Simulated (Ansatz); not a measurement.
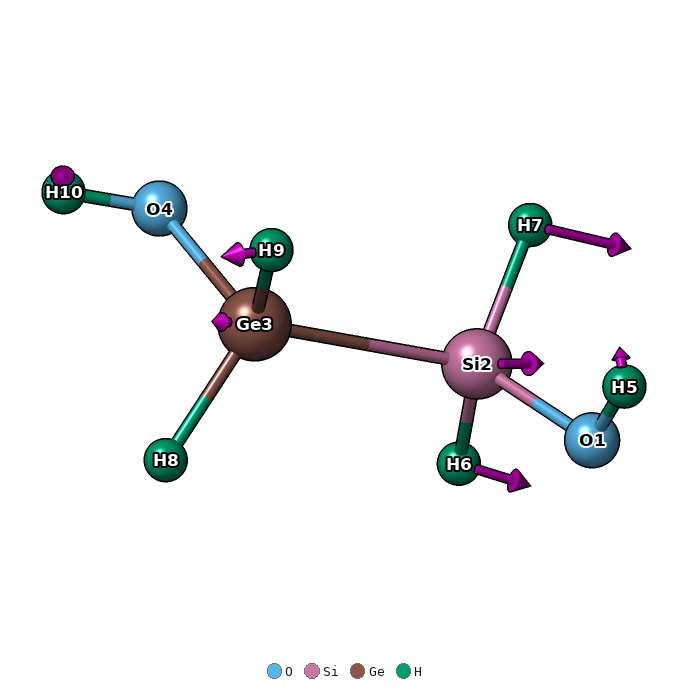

The arrows show one normal mode. Harmonic vibrations computed with RKS PBE0-D4/def2-TZVP (Ansatz 0.2.0) at a stationary point of the same level.

Estimate its harmonic wavenumber.

373 cm⁻¹; it is mode 7 of 24 counted from the lowest.
